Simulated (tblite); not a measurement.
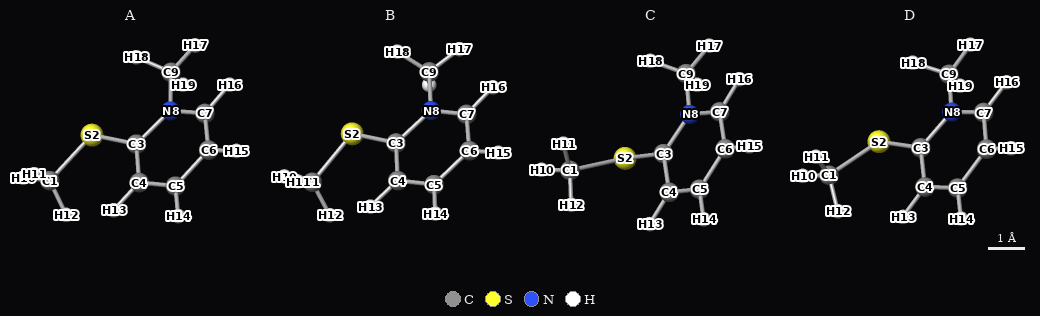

4 geometries from one relaxation of C7H10NS (charge +1), in shuffled order. The picture is a ball-and-stick view, seen from a free direction.

Method: GFN2-xTB geometry optimisation, gas phase in tblite 0.8.0. 

Order the frames from highest to lowest energy.

C, D, A, B. They are steps 0, 24, 42, 100, at +39.8 kJ/mol, +14.8 kJ/mol, +4.38 kJ/mol relative to the last. H11 moves most after the best rigid fit: 1.10 Å. By element the largest moves are H 1.10 Å, S 0.92 Å, C 0.55 Å, N 0.13 Å. Among the contacts that change: N8–C9 1.485 → 1.443 Å, S2–C3 1.775 → 1.734 Å, C1–S2 1.827 → 1.808 Å, C3–C4 1.416 → 1.399 Å. Among the angles between lasting bonds that change: S2–C3–N8 122.0° → 116.2°, S2–C3–C4 119.5° → 124.8°, H18–C9–H19 112.5° → 107.9°. Groups turn about S2–C3 by about 60°. After 100 geometry steps the energy has fallen by 39.8 kJ/mol.
